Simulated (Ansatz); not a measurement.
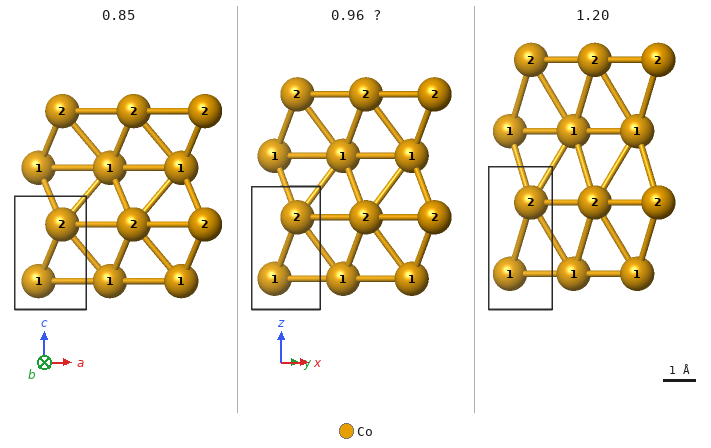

A scan of crystalline Co (P6_3/mmc): the ratio of the cell's length along z to its lengths across, counted as 1 for the reference, is changed at fixed volume (a c/a path), with the atoms kept at their fractional coordinates. x, y and z are the Cartesian axes of the input. A ball-and-stick model of the cell of the calculation, repeated 3 × 3 × 2 with one cell outlined, seen along the b axis.

Computed with Ansatz, DFT PBE, scalar-relativistic, plane waves, PAW. Set-up: plane-wave cutoff 420 eV; k-point mesh 30 × 30 × 16; occupations gaussian; smearing width 0.15 eV; collinear spin. Energies (free energies at the smearing named) are counted from the relaxed crystal.

| axial ratio over its reference value | ΔE (meV/atom) |
| --- | --- |
| 0.85 | 158.5 |
| 0.92 | 44.6 |
| 0.96 | ? |
| 1.00 | 0.0 |
| 1.10 | 61.2 |
| 1.20 | 221.1 |

### One row is withheld. What is its energy?

A straight line between the two neighbours gives 22.3 meV/atom. A cubic through the four nearest rows (0.85, 0.92, 1.00, 1.10) gives, with Lagrange weights, (−0.0853)(158.5) + (0.6111)(44.6) + (0.5133)(0.0) + (−0.0391)(61.2) = 11.3 meV/atom. The calculation gives 10.8 meV/atom, so the cubic is 0.5 meV/atom too high and the straight line 11.5 meV/atom too high, as the curve bends upwards here.

The whole profile:

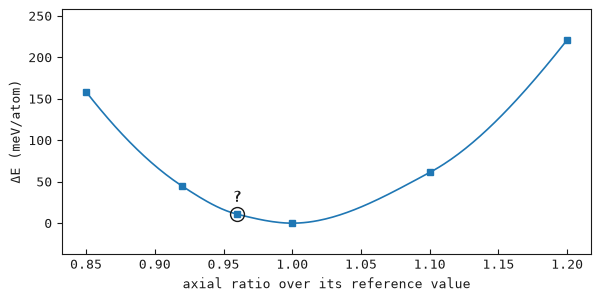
